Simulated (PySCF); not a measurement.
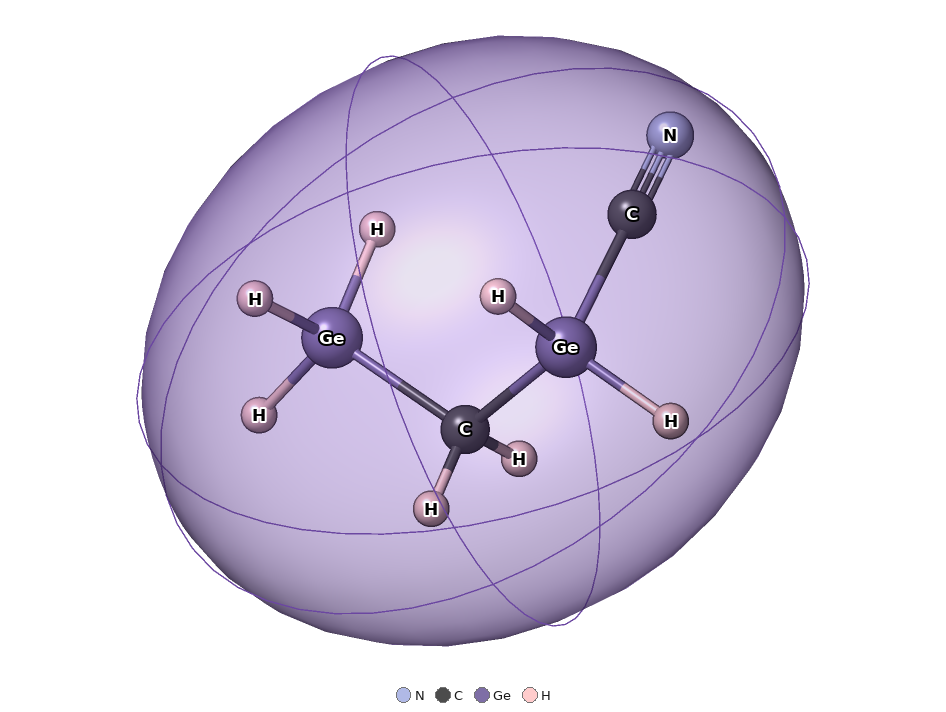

The ellipsoid shows the static dipole polarisability: its half-axes are proportional to the principal values. Computed geometry: PBE0-D3(BJ)/def2-SVP optimisation. No frequency run is at hand to confirm it as a minimum. Computed with PBE0/aug-cc-pVDZ (PySCF 2.14.0).

Question: How large and how anisotropic is the polarisability?

Answer: Principal values 76.0, 91.7, 100.7 bohr³; mean 89.4 bohr³ (13.25 Å³); anisotropy 21.6 bohr³, so the longest axis is 1.32 times the shortest.
